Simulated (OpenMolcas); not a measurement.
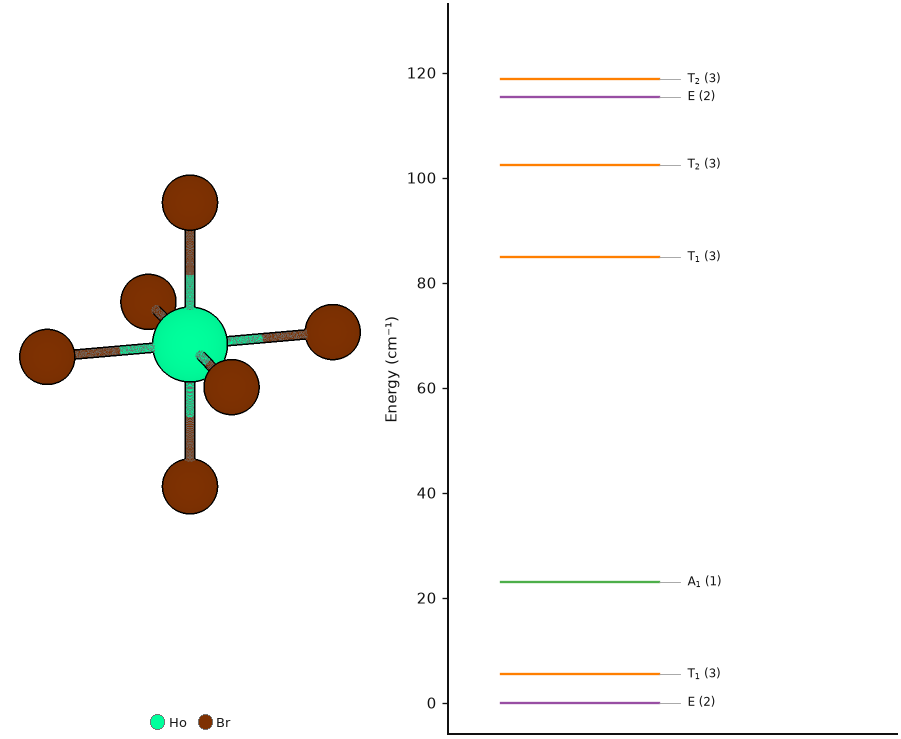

Ho³⁺ (4f¹⁰) as a dopant in Cs₂NaYBr₆, a cluster with its 6 nearest Br⁻ at 2.795 Å (octahedron) embedded in model potentials and point charges; the geometry was set, not optimised, and its levels. Labels give the representation in O, Td, D4 or D3 as the site allows (double group for half-integer spin) where it could be assigned and, in brackets, the degeneracy; spin-free states, where drawn, share the zero of the spin-orbit levels. Computed with OpenMolcas: state-averaged CASSCF, active space 10 electrons in the shell 4f, basis ANO-RCC-VDZP on all atoms, DKH2 scalar Hamiltonian, spin-orbit coupling by RASSI with atomic mean-field integrals.

### Give the ground level and the first gap.

The ground level is E, doubly degenerate, 94 % from states of spin multiplicity 5. Its principal g values are all close to zero. The next level lies at 5.4 cm⁻¹ (T₁). The lowest J multiplet spreads over 119 cm⁻¹. The active orbitals hold 100 % metal character (Löwdin), and the Mulliken charge of the metal is +1.60.

Note: high states of lower spin left out of the spin-orbit mixing; covalent bonds, ligand orbitals missing from the active space; the geometry is set by hand, with no relaxation and no charge compensation; spin-free states above about 46,000 cm⁻¹ are left out of the spin-orbit step.
